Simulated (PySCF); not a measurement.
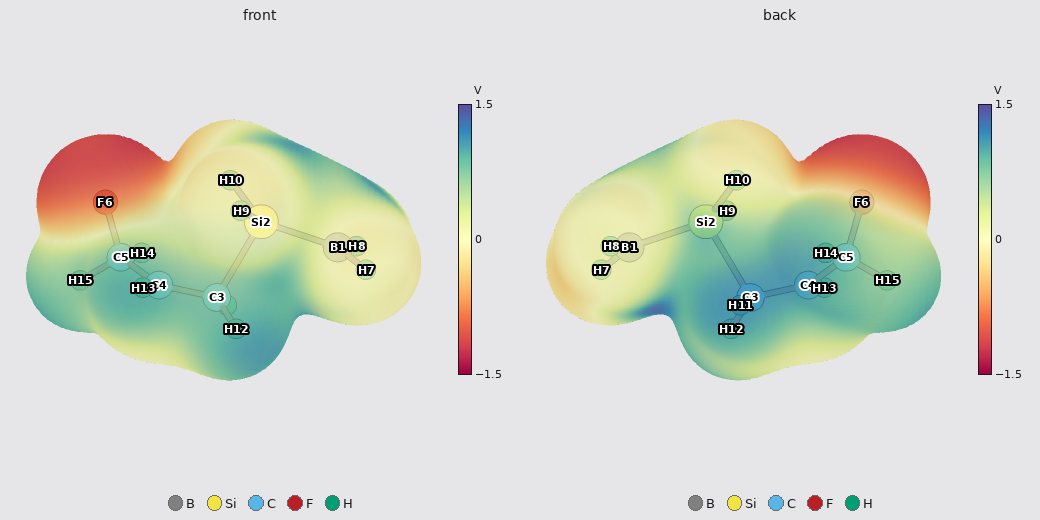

The picture shows: C₃H₉BFSi (doublet). The molecular electrostatic potential painted on the density surface at 0.002 e/bohr³, seen from the front and from behind; the colour scale runs from red (negative) to blue (positive).

Geometry: GFN2-xTB.

These are results of PySCF 2.14.0, density-fitted response routines, UKS B3LYP, pcH-1 on B C F H Si, non-relativistic, mean-field spin-orbit, GIAO, not measurements.

```yaml
atoms:
  - { symbol: B, position_ang: [2.8578, -0.1699, -0.5417] }
  - { symbol: Si, position_ang: [1.2665, 0.5032, 0.2920] }
  - { symbol: C, position_ang: [-0.1131, -0.8799, -0.4697] }
  - { symbol: C, position_ang: [-1.3478, -0.5156, 0.0916] }
  - { symbol: C, position_ang: [-2.2172, 0.5211, -0.5034] }
  - { symbol: F, position_ang: [-2.2979, 1.6536, 0.3047] }
  - { symbol: H, position_ang: [3.5052, -1.0054, -0.0323] }
  - { symbol: H, position_ang: [3.1591, 0.1432, -1.6320] }
  - { symbol: H, position_ang: [1.0051, 0.3753, 1.7351] }
  - { symbol: H, position_ang: [0.6348, 1.7727, -0.0960] }
  - { symbol: H, position_ang: [-0.0370, -0.7514, -1.5424] }
  - { symbol: H, position_ang: [0.2789, -1.8339, -0.1439] }
  - { symbol: H, position_ang: [-1.6020, -0.8426, 1.0870] }
  - { symbol: H, position_ang: [-1.8419, 0.8635, -1.4727] }
  - { symbol: H, position_ang: [-3.2549, 0.1741, -0.6039] }
```

Describe the electrostatic potential map.

The most negative region (about −1.2 V, or −28 kcal/mol for a unit charge) lies over F6, the most positive (about +1.3 V, or +30 kcal/mol for a unit charge) over B1.
